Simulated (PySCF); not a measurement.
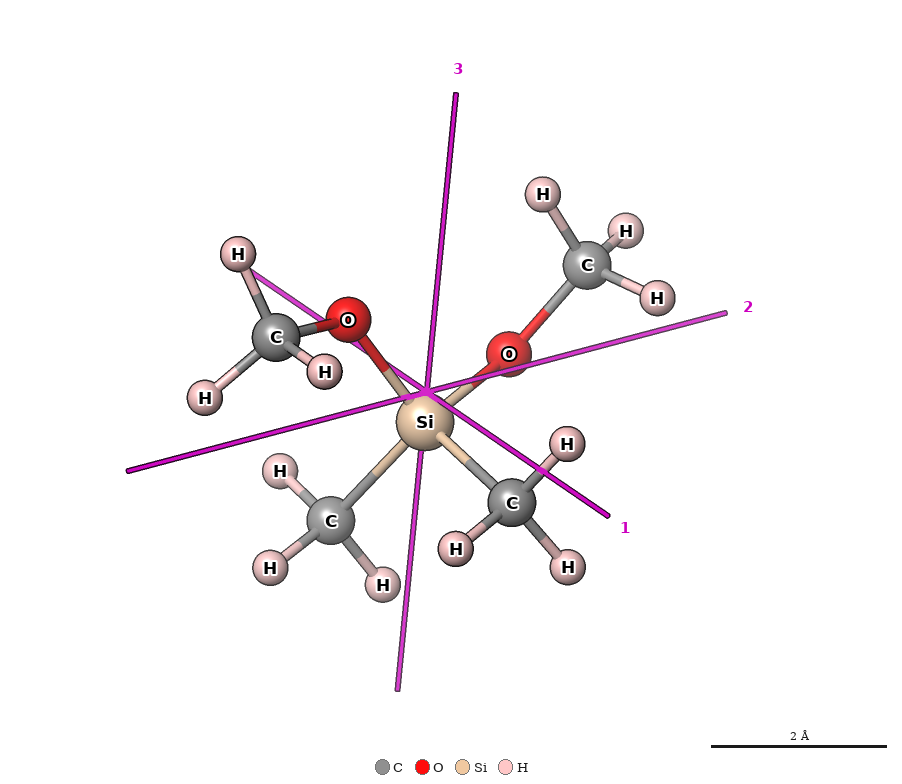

The three principal axes of inertia are drawn and numbered. Depth is shown by fading: the farther an atom, the more it takes the colour of the background. The geometry was computed by an optimisation with PBE0-D3(BJ)/def2-TZVP. No frequency run is at hand to confirm it as a minimum. Masses are those of the most abundant isotopes; constants are for the rigid equilibrium geometry.

Which line is the a axis (least moment of inertia), which b and which c?

a is line 2, b is line 3, c is line 1; the moments are 208, 300, 346 u Å².

Classify the rotor and give the rotational constants (GHz).

An asymmetric top (C1): A = 2.43, B = 1.69, C = 1.46 GHz. Ray's parameter κ is −0.54, nearer the prolate limit.
